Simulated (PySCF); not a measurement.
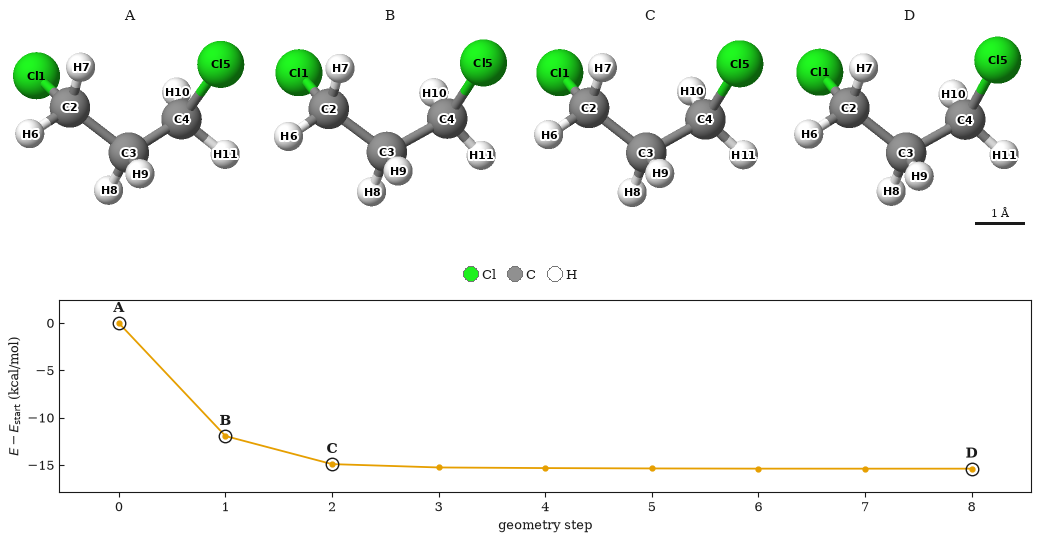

Frames of a relaxation of C3H6Cl2, marked on the history of the run. The picture is a ball-and-stick view, seen at a tilt.

The start comes from MMFF94s. Its atoms were then displaced at random by about 0.03 Å.

Method: PBE0-D3(BJ)/def2-SVP geometry optimisation, gas phase in PySCF 2.14.0, density-fitted response routines. 

### Describe the path.

The largest move after the best rigid fit is that of Cl5, 0.12 Å. Largest moves by element: Cl 0.12 Å, H 0.09 Å, C 0.08 Å. Near-neighbour distances that change, for instance: C3–H9 0.999 → 1.104 Å, C4–H11 1.174 → 1.098 Å, C3–C4 1.437 → 1.513 Å, Cl1–C2 1.849 → 1.792 Å. Bond angles that change, for instance: C3–C4–H10 123.6° → 110.8°, Cl5–C4–H11 99.0° → 106.9°, C2–C3–H8 102.6° → 109.4°. After 8 geometry steps the energy has fallen by 15.4 kcal/mol. The run took 35 s on 1 thread of Arm Neoverse V1, on a shared host. From step 0 to 1: H9 moves most (0.17 Å), energy −11.9 kcal/mol. From step 1 to 2: Cl and H atoms move most (0.08 Å), energy −2.96 kcal/mol. From step 2 to 8: Cl and H atoms move most (0.09 Å), energy −0.48 kcal/mol.
